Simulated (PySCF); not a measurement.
```xyz
22

F    -2.3212   -0.9806    2.2597
Si   -1.5793    0.0929    1.2949
C    -2.6862    0.8782   -0.0394
C    -1.7820    0.3150   -1.1584
C    -0.8742   -0.6270   -0.3257
C     0.6127   -0.5745   -0.6480
Si    1.4822    1.1631   -0.5952
Si    3.2086    0.1505    0.6099
Si    1.7290   -1.6530    0.5206
H    -0.8036    0.8819    2.2331
H    -3.6967    0.4746   -0.0809
H    -2.7710    1.9617   -0.0586
H    -1.1872    1.1071   -1.6129
H    -2.3335   -0.1936   -1.9484
H    -1.2138   -1.6626   -0.4516
H     0.7255   -0.9595   -1.6713
H     0.6526    2.1666    0.0893
H     1.6872    1.7088   -1.9468
H     4.5121    0.0069   -0.0538
H     3.5571    0.7000    1.9278
H     0.9891   -1.9930    1.7432
H     2.0819   -2.9441   -0.0882
```

Geometry: GFN2-xTB.

These are results of PBE0/pcSseg-1, SCF density, gas phase, non-relativistic in PySCF, not measurements.

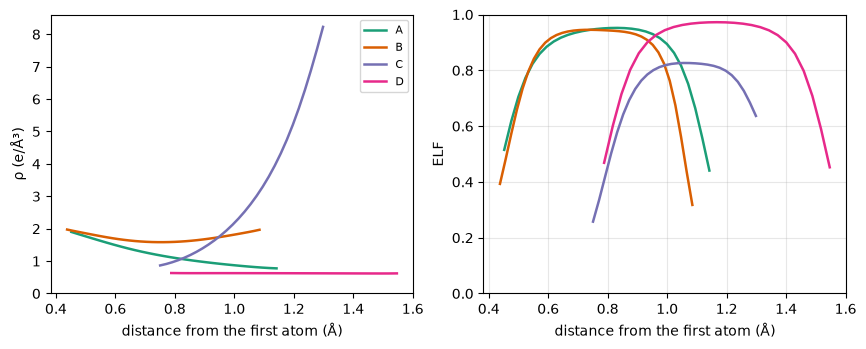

C₄H₁₃FSi₄. Total electron density and ELF along straight lines between neighbouring atoms. The curves leave out the atomic cores.

### Which curve belongs to which contact (C–C, C–Si, Si–F and Si–Si)? The first atom named is at distance zero.

Curve A: C–Si (1.90 Å): ρ is about 0.92 e/Å³ halfway; the ELF peaks at about 0.95 between the atoms; localised, covalent bonding. Curve B: C–C (1.52 Å): the density is about 1.6 e/Å³ at the midpoint; the ELF peaks at about 0.95 between the atoms (localised, covalent bonding). Curve C: Si–F (1.62 Å): ρ is about 1 e/Å³ halfway; the ELF peaks at about 0.85 in the valence shell of F, 0.6 Å from its nucleus, and is about 0.50 at the midpoint. Curve D: Si–Si (2.33 Å): ρ at the midpoint is about 0.63 e/Å³; the ELF peaks at about 1 between the atoms; a covalent bond.
